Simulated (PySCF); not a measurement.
Molecule: C₃H₃F₃O₂ (CF3CH2CO2H), SMILES O=C(O)CC(F)(F)F.

Vertical TDDFT excitations, CAM-B3LYP/def2-SVPD, PySCF 2.14.0, at a GFN2-xTB geometry (no frequency check), gas phase.

**What does its absorption spectrum look like?**

The lowest singlet lies at 5.85 eV (212 nm, f = 0.001); the brightest of the first 8 is S3 at 8.65 eV (143 nm), f = 0.131, mainly HOMO−1 → LUMO (69 %). No singlet lies below 3.1 eV (beyond 400 nm), so at this level no vertical transition falls in the visible.


```csv
state,E (eV),λ (nm),f,main character
S1,5.85,212,0.001,HOMO → LUMO (84 %)
S2,7.88,157,0.046,HOMO → LUMO+1 (75 %)
S3,8.65,143,0.131,HOMO−1 → LUMO (69 %)
S4,8.75,142,0.025,HOMO−1 → LUMO+1 (86 %)
S5,9.12,136,0.035,HOMO → LUMO+2 (54 %)
S6,9.24,134,0.002,HOMO−3 → LUMO (58 %)
S7,9.74,127,0.001,HOMO → LUMO+3 (49 %)
S8,9.89,125,0.001,HOMO → LUMO+4 (65 %)
```

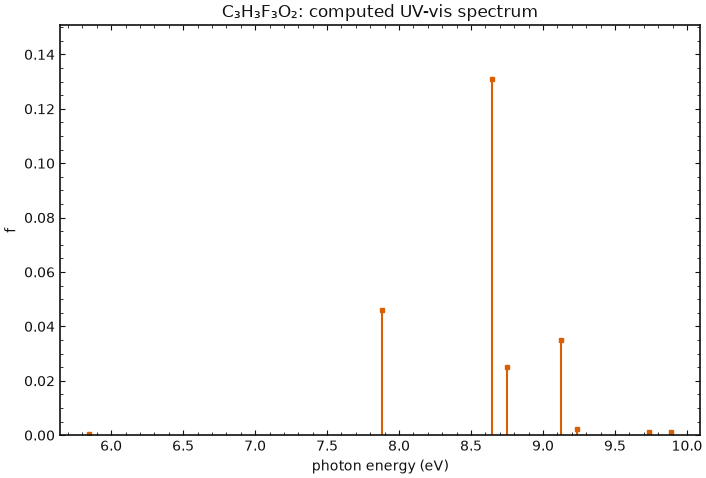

Only the first 8 singlet excitations are included.

Caveats: the tight-binding geometry is rougher than a DFT one and adds to the error; one conformer of a flexible molecule; core orbitals are frozen in the response.
